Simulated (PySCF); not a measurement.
Vertical excitations of a molecule CH8GeOSi from TDA-LC-ωPBE/def2-SVPD (PySCF), as energy in eV (oscillator strength): 6.64 (0.017), 7.57 (0.049), 7.71 (0.092), 7.85 (0.036), 8.11 (0.412), 8.29 (0.018), 8.54 (0.027), 8.70 (0.020), 8.85 (0.011), 9.06 (0.042). Lowest triplet (TDA): 5.87 eV. The structure is a stationary point at PBE0-D3(BJ)/def2-SVP. One conformer was computed; it need not be the lowest.

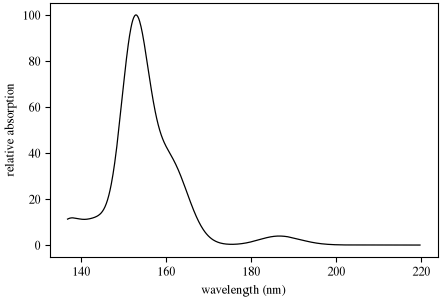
Fig. 1. The lines broadened by 0.4 eV.

**Question.** Which molecule gave these data?
(A) O[SiH2][CH2][GeH3]
(B) CO[SiH2][GeH3]
(C) C[SiH2][O][GeH3]
(D) OC[SiH2][GeH3]

**Answer.** B, CO[SiH2][GeH3]
